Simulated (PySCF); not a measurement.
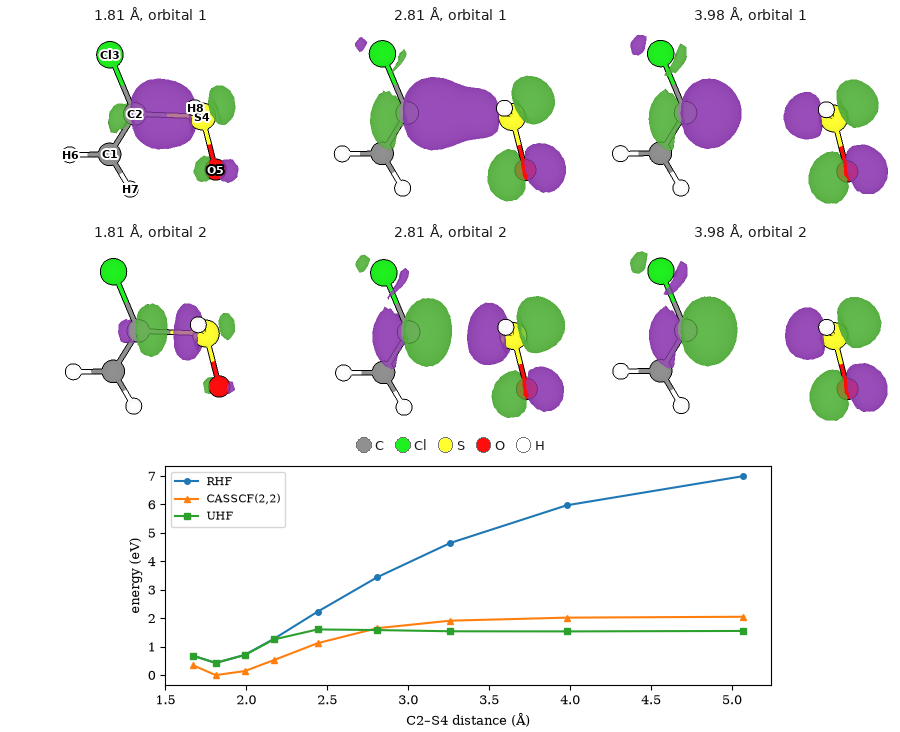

Figure 1: C₂H₃ClOS, SMILES `C=C(Cl)[SH]=O`. Rigid stretch of the C2–S4 bond. The two CASSCF(2,2) natural orbitals nearest half filling (orbital 1 the more occupied). Below: energies along the scan, from the lowest point of the three curves.

PySCF calculation, def2-SVP basis, gas phase; geometry: GFN2-xTB. No frequency check shows the geometry to be a minimum. GFN2-xTB bond lengths at metals and heavier atoms can be off by up to 0.1 Å and shapes distorted, which carries into these values.

Input script:

```python
import numpy as np
from pyscf import gto, scf, mcscf

mol = gto.M(atom='''
C      0.24773    -1.73708    -0.01007
C      0.38912    -0.42842     0.00135
Cl     1.88051     0.42598     0.00213
S     -1.08571     0.67405     0.10063
O     -2.24103    -0.19990    -0.04230
H      1.07214    -2.42692    -0.04473
H     -0.75207    -2.14037     0.00198
H     -0.81042     1.13299    -1.21283
''', basis='def2-svp', charge=0, spin=0, verbose=4)
# stretch the bond between atoms 2 and 4, from long to short, fragments rigid
a, b, move = 1, 3, [3, 4, 7]
xyz = mol.atom_coords(unit='Angstrom')
u = xyz[b] - xyz[a]
r0 = np.linalg.norm(u)
rows, last, dm_u = [], None, None
for r in [5.07, 3.98, 3.26, 2.81, 2.44, 2.17, 1.99, 1.81, 1.67]:
    new = xyz.copy()
    new[move] += u / r0 * (r - r0)
    m = mol.set_geom_(new, unit='Angstrom', inplace=False)
    rhf = scf.RHF(m).density_fit(auxbasis='def2-universal-jkfit').run()
    uhf = scf.UHF(m).density_fit(auxbasis='def2-universal-jkfit').newton()
    if dm_u is None:
        c = rhf.mo_coeff
        h = m.nelectron // 2 - 1
        ca, cb = c.copy(), c.copy()
        ca[:, h], cb[:, h] = (c[:, h] + c[:, h + 1]) / 2**.5, (c[:, h] - c[:, h + 1]) / 2**.5
        dm_u = np.array([x[:, :h + 1] @ x[:, :h + 1].T for x in (ca, cb)])
    uhf.kernel(dm0=dm_u)
    for _ in range(3):
        c, _, stable, _ = uhf.stability(return_status=True)
        if stable:
            break
        uhf.kernel(c, uhf.mo_occ)
    dm_u = uhf.make_rdm1()
    mc = mcscf.CASSCF(rhf, 2, 2)
    mc.natorb = True
    mc.fix_spin_(ss=0)
    guess = mcscf.addons.make_natural_orbitals(uhf)[1] if last is None else mcscf.project_init_guess(mc, last.mo_coeff, last.mol)
    mc.kernel(guess)
    last = mc
    act = slice(mc.ncore, mc.ncore + mc.ncas)
    print('r %.3f  RHF %.6f  UHF %.6f  <S^2> %.3f  CASSCF %.6f  occupations' % (r, rhf.e_tot, uhf.e_tot, uhf.spin_square()[0], mc.e_tot), mc.mo_occ[act].round(4))
    rows.append((new, rhf.e_tot, uhf.e_tot, uhf.spin_square()[0], mc.e_tot, mc.mo_occ[act], mc.mo_coeff[:, act], dm_u[0] - dm_u[1], rhf.converged and uhf.converged and mc.converged))
    np.savez('result.npz', **{k: [row[i] for row in rows] for i, k in enumerate('xyz rhf uhf s2 cas occ c spin ok'.split())})
```

Command:

```sh
OMP_NUM_THREADS=1 python input.py
```

The run took 7.4 min on 1 thread of Intel(R) Xeon(R) Processor @ 2.50GHz (Skylake/Cascade Lake), on a shared host, peak memory 0.3 GiB.

### How do the occupations change along the stretch?

1.81 Å: 1.98 and 0.02; 2.81 Å: 1.62 and 0.38; 3.98 Å: 1.13 and 0.87. At the longest distance computed (5.07 Å) they are 1.02 and 0.98, and the effective number of unpaired electrons is 2.0.

UHF's ⟨S²⟩ passes 1 along the scan (up to 1.26), so it also polarises electrons outside the stretched bond; its energy lowering isn't due to that bond alone.

### Where does the UHF solution part from RHF?

Between 1.99 Å (⟨S²⟩ = 0, the two coincide) and 2.17 Å (⟨S²⟩ = 0.22); at 5.07 Å ⟨S²⟩ is 1.26 and UHF lies 5.4 eV below RHF.

### How much energy does the stretch cost?

By CASSCF, 2.1 eV from the lowest point of the scan (1.81 Å) to 5.07 Å; RHF gives 6.6 eV from its own lowest point. The fragments aren't relaxed and dynamic correlation is missing, so this isn't a bond dissociation energy.
